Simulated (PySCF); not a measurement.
C₅H₇BOSi (SMILES C#CCC1=CBO[SiH2]1)

The calculation's input:

```
{"job": {"kind": "nmr", "xc": "PBE0", "basis": "pcSseg-1"}, "charge": 0, "multiplicity": 1}
C      2.794695     0.391550     1.428126
C      2.130096    -0.149985     0.593325
C      1.300343    -0.769171    -0.421390
C     -0.098721    -0.227706    -0.362931
C     -0.733071     0.371568    -1.385148
B     -2.180920     0.816568    -0.994892
O     -2.475414     0.504263     0.289009
Si    -1.269487    -0.248806     1.130743
H      3.392001     0.850846     2.157674
H      1.279579    -1.849883    -0.240788
H      1.742276    -0.590343    -1.407672
H     -0.253591     0.506224    -2.348131
H     -2.979490     1.352401    -1.662322
H     -0.892795     0.626187     2.231601
H     -1.759917    -1.575725     1.488848
```

Command:

```sh
OMP_NUM_THREADS=1 python probes_run.py task.json out
```

Geometry: GFN2-xTB.

Theory: PBE0/pcSseg-1, SCF density, gas phase, non-relativistic in PySCF.

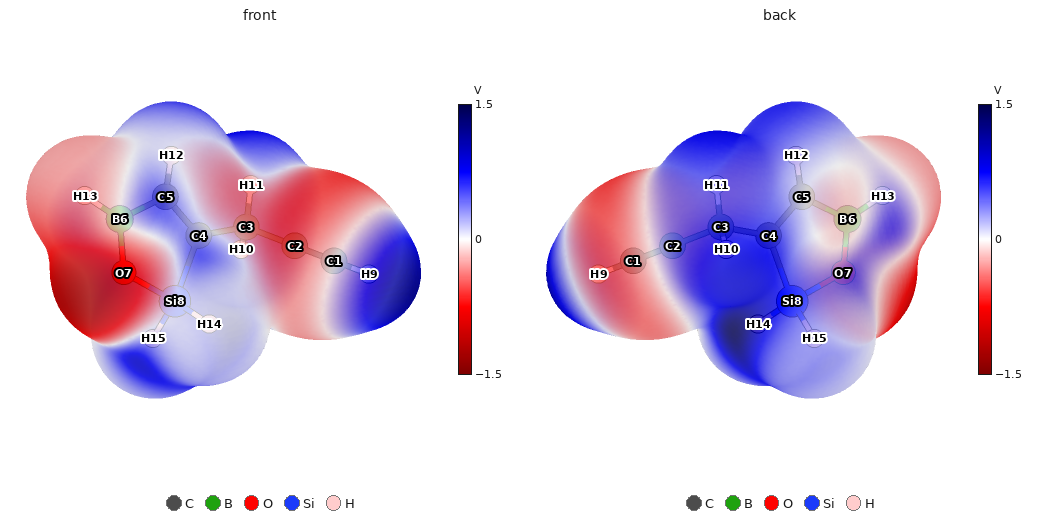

Figure 1. The electrostatic potential painted on the density surface at 0.001 e/bohr³, seen from the front and from behind; the colour scale runs from red (negative) to blue (positive).

Describe the electrostatic potential map.

The most negative region (about −1.2 V, or −28 kcal/mol for a unit charge) lies over O7, the most positive (about +1.3 V, or +30 kcal/mol for a unit charge) over Si8 and H9. O7 is the likeliest acceptor of a hydrogen bond.

How polar is the molecule by this calculation?

Its dipole moment is 1.92 D.

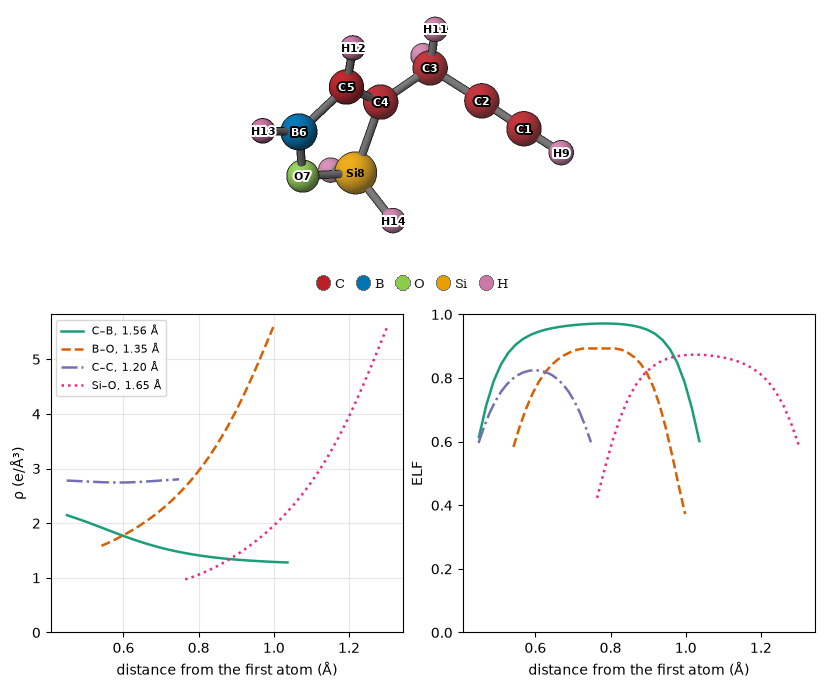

Figure 2. Electron density and electron localisation function along straight lines between neighbouring atoms. The curves leave out the atomic cores. The structure is drawn too.

Compare the contacts.

C–B (1.56 Å): ρ is about 1.4 e/Å³ halfway; the ELF peaks at about 1 between the atoms (a covalent bond).
B–O (1.35 Å): ρ at the midpoint is about 2.1 e/Å³; the ELF peaks at about 0.90 between the atoms (a polar covalent bond).
C–C (1.20 Å): ρ at the midpoint is about 2.7 e/Å³; the ELF peaks at about 0.80 between the atoms (a short, multiple covalent bond).
Si–O (1.65 Å): ρ at the midpoint is about 1.1 e/Å³; the ELF peaks at about 0.85 between the atoms: a polar covalent bond.
